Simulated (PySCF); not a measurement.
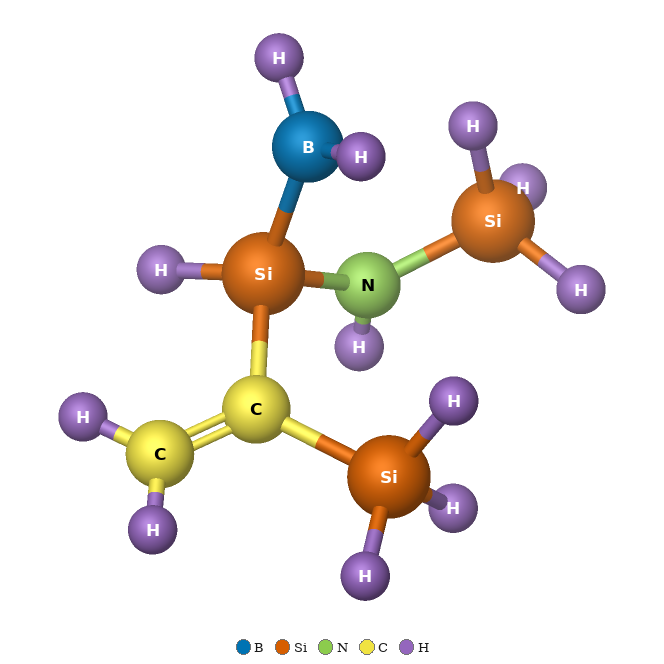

Ball-and-stick drawing of a structure. Multiple sticks mark multiple bonds (one Kekulé form).

The computed structure is the end point of a GFN2-xTB optimisation. No frequency run is at hand to confirm it as a minimum.

Describe the molecule.

The molecule is C2H12BNSi3. Its SMILES string is `B[Si@@H](N[SiH3])C(=C)[SiH3]`. It has no ring. Among its groups: alkene, Si–H bond, Si–N bond, B–H bond. This geometry has C1 symmetry. Coordination: 1 B trigonal planar; 3 Si tetrahedral; 1 N trigonal planar; 2 C trigonal planar.

The parts below concern this one geometry. Atoms keep their numbers from picture to picture.

## Excitation

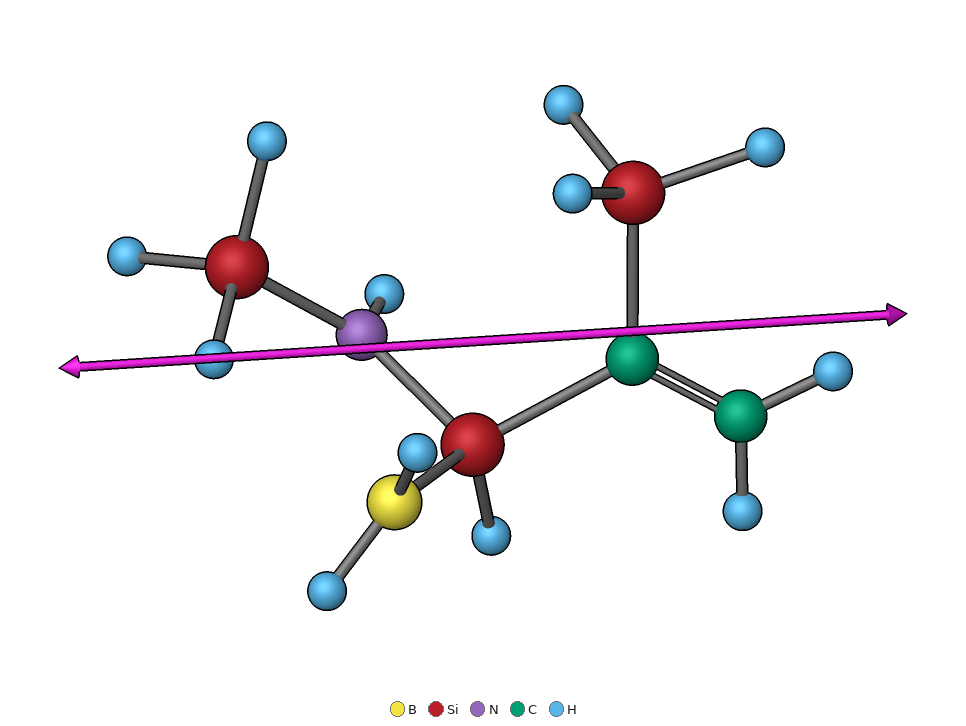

The double arrow shows the direction of the transition dipole to excited singlet state 2 (its length means nothing). No frequency run is at hand to confirm it as a minimum. Properties computed with TDDFT PBE0/def2-SVPD, vertical, gas phase, core orbitals frozen in the response (PySCF 2.14.0).

**Where does the transition lie, and how strong is it?**

4.00 eV (310 nm), oscillator strength 0.020, mainly HOMO−1 → LUMO (weight 0.86); transition dipole 1.16 D.

## Polarisability

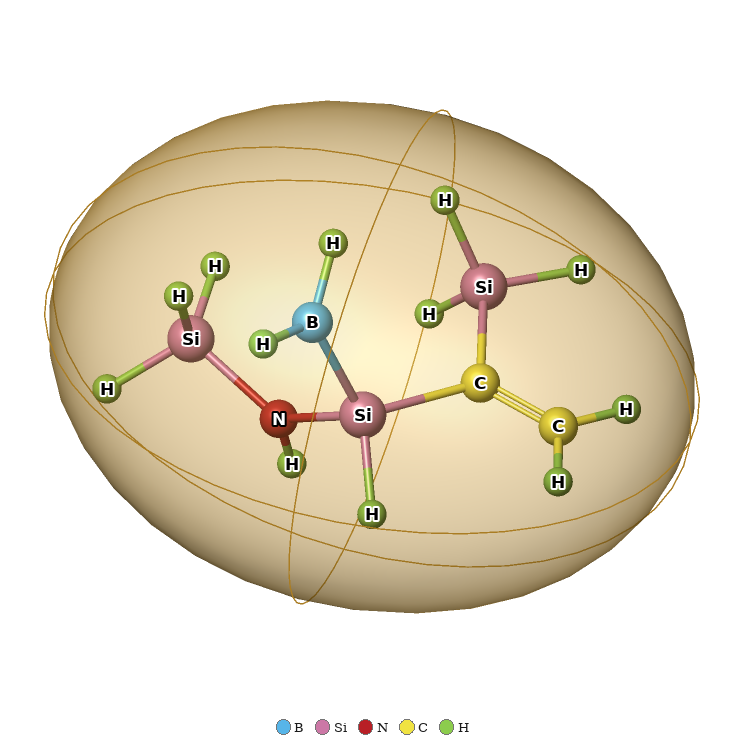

The ellipsoid shows the static dipole polarisability: its half-axes are proportional to the principal values. No frequency run is at hand to confirm it as a minimum. Method: PBE0/def2-SVPD (PySCF 2.14.0).

**Give the principal values, the mean and the anisotropy.**

Principal values 106.2, 125.8, 147.1 bohr³; mean 126.4 bohr³ (18.73 Å³); anisotropy 35.4 bohr³, so the longest axis is 1.38 times the shortest.

## NMR shielding

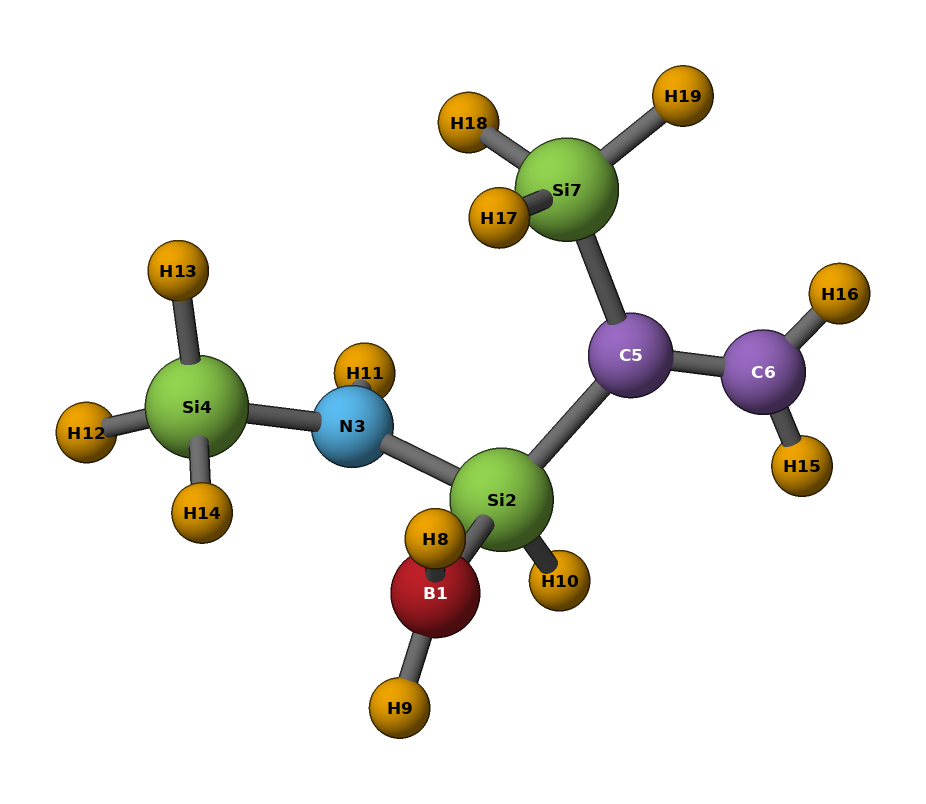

No frequency run is at hand to confirm it as a minimum. Properties computed with GIAO PBE0/pcSseg-1 NMR shielding, non-relativistic, gas phase (PySCF 2.14.0). Principal shieldings σ11 ≤ σ22 ≤ σ33, span Ω = σ33 − σ11, skew κ = 3(σiso − σ22)/Ω.

Give the shielding tensors of the N atoms.

```
atom    σ11    σ22    σ33   σiso     Ω     κ
  N3  221.7  250.8  296.5  256.3  74.7  0.22
```

Shieldings and span in ppm.

The geometry is semi-empirical. Around B, Si such bond lengths and angles can be off by a tenth of an ångström or more and by several degrees, and values that hang on the shape move with them.
